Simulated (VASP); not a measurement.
Data:

```xyz
8
Lattice="0.0000 2.6597 2.6597 2.6597 0.0000 2.6597 10.7267 10.7267 -0.0878" Properties=species:S:1:pos:R:3 pbc="T T T"
Na    10.6502    10.6502    -0.0113
Na     5.4179     5.4179     5.2210
Cl     2.6707     2.6707     2.6488
Cl     5.5106     5.5106     2.4686
Cl     8.0341     8.0341     2.6049
Cl    10.5575    10.5575     2.7412
Li     8.0959     8.0959     5.2028
Li     7.9723     7.9723     0.0070
```

Computed with PBEsol GGA, VASP's PBE PAW potentials (set 64) (plane waves; VASP). Run with 520 eV cut-off, 8×8×2 Γ-centred mesh, tetrahedra with Blöchl corrections, potentials Na_pv Cl Li_sv.

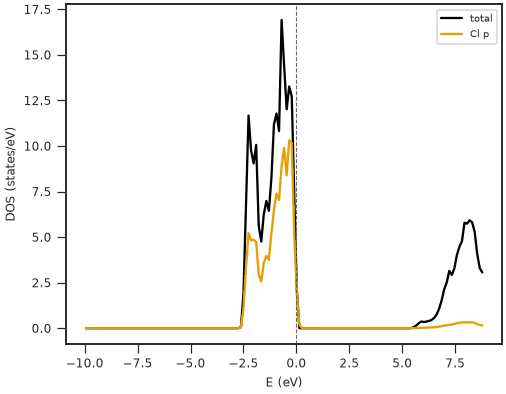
Total and projected density of states, zero at the valence-band maximum

Within 2 eV below the valence-band maximum the largest weight inside VASP's projection spheres is Cl p.

The gap is direct, 5.37 eV, from the valence maximum at Γ to the conduction minimum at Γ.

The structure was generated: Li2Na2Cl4 was put into an ordered model structure (R-3m), which need not be its known phase. It was relaxed first.
